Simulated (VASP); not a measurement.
Band structure of Pt (fcc). All values below come from AM05 GGA, VASP's PBE PAW potentials (set 64) (plane waves; VASP 6.6.1).

Unless said otherwise, spin-orbit coupling is left out, though it shifts the bands of the heavy elements here.

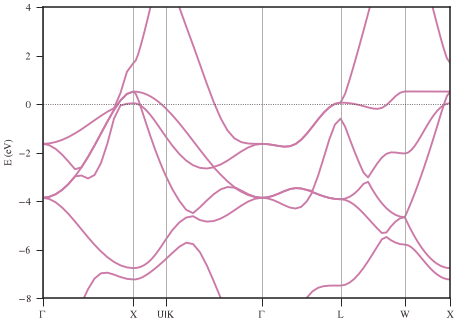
Figure. Bands along high-symmetry lines, zero at the valence-band maximum or, without a gap, the Fermi level

**Question.** Read the plot: is there a gap, and where are the band edges?

**Answer.** It has no gap at this level: it comes out as a metal or semimetal. (Edges off the drawn lines would not show.)

The compound is Pt in the fcc structure. It was relaxed first.
